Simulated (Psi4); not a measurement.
# CH5B (BH2Me) at B3LYP/def2-SV(P) (sweep point 1)

What is the vertical singlet–triplet gap of CH5B (BH2Me) at B3LYP/def2-SV(P) (sweep point 1)? 

The results are computed with Psi4 1.11.

### Step 1. The molecule

CH5B: 7 atoms, total charge 0, spin state singlet. SMILES: `[H]B([H])C`. Geometry: relaxed at GFN2-xTB.

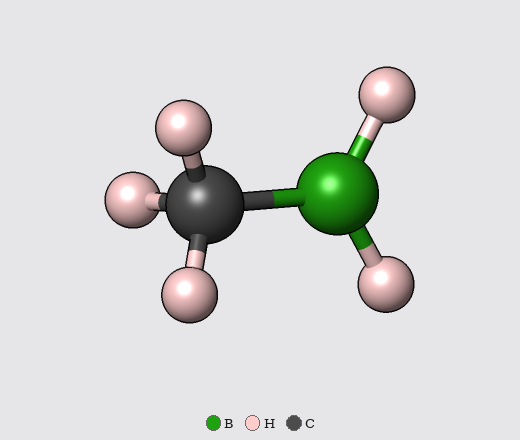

Viewed from a chosen angle; boron green, hydrogen pink, carbon dark grey.

### Step 2. The energy at B3LYP/def2-SV(P) (sweep point 1)

File ch5b.in:

```
memory 1600 mb

molecule system {
  0 1
  B      0.444840     0.781100     0.006260
  H      1.614940     0.782320     0.008990
  H     -0.129680     1.798100    -0.061390
  C     -0.337160    -0.573970     0.039720
  H     -0.405600    -0.929380    -0.991140
  H     -1.358290    -0.496260     0.405500
  H      0.170950    -1.361910     0.592050
  units angstrom
  symmetry c1
}

set basis def2-SV(P)
set puream true
set scf_type pk
set dft_radial_points 99
set dft_spherical_points 590

E, wfn = energy('b3lyp', return_wfn=True)
```

Run with:

```console
$ psi4 ch5b.in ch5b.out -n 1
```

ch5b.out:

```text
[...]
  Running in c1 symmetry.
[...]
  Nuclear repulsion =   31.931012594416508
[...]
  Multiplicity = 1
[...]
  Nalpha       = 8
  Nbeta        = 8
[...]
    Number of basis functions: 38
[...]
   @RKS iter   1:   -65.65122054695051   -3.55327e-01   1.68928e-02 ADIIS/DIIS
[...]
   @RKS iter   7:   -65.88313509800791   -7.94671e-09   3.09608e-07 DIIS
[...]
    Orbital Energies [Eh]
    ---------------------
    Doubly Occupied:
       1A    -10.155711     2A     -6.758762     3A     -0.696838
       4A     -0.483792     5A     -0.417159     6A     -0.405449
       7A     -0.336268     8A     -0.326419
[...]
  @RKS Final Energy:   -65.88313509800791
   => Energetics <=
    Nuclear Repulsion Energy =             31.9310125944165080
    One-Electron Energy =                -149.8628865857784831
    Two-Electron Energy =                  61.2229047874976828
    DFT Exchange-Correlation Energy =      -9.1741658941436182
    Empirical Dispersion Energy =           0.0000000000000000
    VV10 Nonlocal Energy =                  0.0000000000000000
    Total Energy =                        -65.8831350980079122
[...]
 Multipole Moments:
 ------------------------------------------------------------------------------------
     Multipole            Electronic (a.u.)      Nuclear  (a.u.)        Total (a.u.)
 ------------------------------------------------------------------------------------
 L = 1.  Multiply by 2.5417464519 to convert [e a0] to [Debye]
 Dipole X            :          0.5061980           -0.6240675           -0.1178694
 Dipole Y            :          0.9126367           -1.1391485           -0.2265118
 Dipole Z            :          0.0757305           -0.1155367           -0.0398061
 Magnitude           :                                                    0.2584285
[...]
```

Run time: 8.4 s. Hardware: 1 thread of Intel Xeon Platinum 8259CL at 2.50GHz (Skylake/Cascade Lake), shared host; peak memory 0.66 GiB.

### Step 3. The triplet at the same level

File job.dat:

```
memory 1.6 GB

molecule geom {
  0 3
  B      0.444840     0.781100     0.006260
  H      1.614940     0.782320     0.008990
  H     -0.129680     1.798100    -0.061390
  C     -0.337160    -0.573970     0.039720
  H     -0.405600    -0.929380    -0.991140
  H     -1.358290    -0.496260     0.405500
  H      0.170950    -1.361910     0.592050
  units angstrom
  symmetry c1
}

set basis def2-SV(P)
set reference uks
set puream true
set scf_type pk
set dft_radial_points 99
set dft_spherical_points 590
set maxiter 150

e = energy("b3lyp")
print_variables()
```

Run with:

```console
$ psi4 -n 1 job.dat job.out
```

job.out:

```text
[...]
  Running in c1 symmetry.
[...]
  Nuclear repulsion =   31.931012594416508
[...]
  Multiplicity = 3
[...]
  Nalpha       = 9
  Nbeta        = 7
[...]
    Number of basis functions: 38
[...]
   @UKS iter   1:   -65.43183862652617   -1.35945e-01   1.72709e-02 ADIIS/DIIS
[...]
   @UKS iter  14:   -65.68436188242748   -8.89310e-08   4.70453e-07 DIIS
[...]
   @S^2 Observed:                2.004810224E+00
[...]
    Orbital Energies [Eh]
    ---------------------
    Alpha Occupied:
       1A    -10.162125     2A     -6.738503     3A     -0.702375
       4A     -0.540225     5A     -0.451409     6A     -0.406028
       7A     -0.384089     8A     -0.345690     9A     -0.138842
    Alpha Virtual:
      10A      0.069559    11A      0.114906    12A      0.120270
      13A      0.152247    14A      0.180440    15A      0.185911
      16A      0.207357    17A      0.257451    18A      0.326089
      19A      0.362980    20A      0.478511    21A      0.584905
      22A      0.611578    23A      0.645468    24A      0.671351
      25A      0.693241    26A      0.710551    27A      0.719663
[...]
  @UKS Final Energy:   -65.68436188242748
   => Energetics <=
    Nuclear Repulsion Energy =             31.9310125944165080
    One-Electron Energy =                -149.6207525889125236
    Two-Electron Energy =                  61.1250868393169569
    DFT Exchange-Correlation Energy =      -9.1197087272484207
    Empirical Dispersion Energy =           0.0000000000000000
    VV10 Nonlocal Energy =                  0.0000000000000000
    Total Energy =                        -65.6843618824274813
[...]
 Multipole Moments:
 ------------------------------------------------------------------------------------
     Multipole            Electronic (a.u.)      Nuclear  (a.u.)        Total (a.u.)
 ------------------------------------------------------------------------------------
 L = 1.  Multiply by 2.5417464519 to convert [e a0] to [Debye]
 Dipole X            :          0.5181453           -0.6240675           -0.1059222
 Dipole Y            :          1.0424271           -1.1391485           -0.0967214
 Dipole Z            :          0.0923461           -0.1155367           -0.0231906
 Magnitude           :                                                    0.1453008
[...]
```

It took 21 s on 1 thread of Intel Xeon Platinum 8259CL at 2.50GHz (Skylake/Cascade Lake), shared host; peak memory 0.66 GiB.

### Step 4. Summary of results

At B3LYP/def2-SV(P) (sweep point 1):

```
                                        quantity         value
                           singlet: total energy  -65.88314 Eh
                          singlet: dipole moment        0.66 D
                            singlet: HOMO energy      -8.88 eV
                            singlet: LUMO energy      -1.39 eV
                          singlet: HOMO–LUMO gap       7.49 eV
                           triplet: total energy  -65.68436 Eh
                          triplet: dipole moment        0.37 D
     triplet: HOMO energy (highest over α and β)      -3.78 eV
                                   triplet: ⟨S²⟩         2.005
vertical energy of the triplet above the singlet      5.409 eV
```

**Reading.** At this shape the triplet lies 5.41 eV (522 kJ/mol) above the singlet.
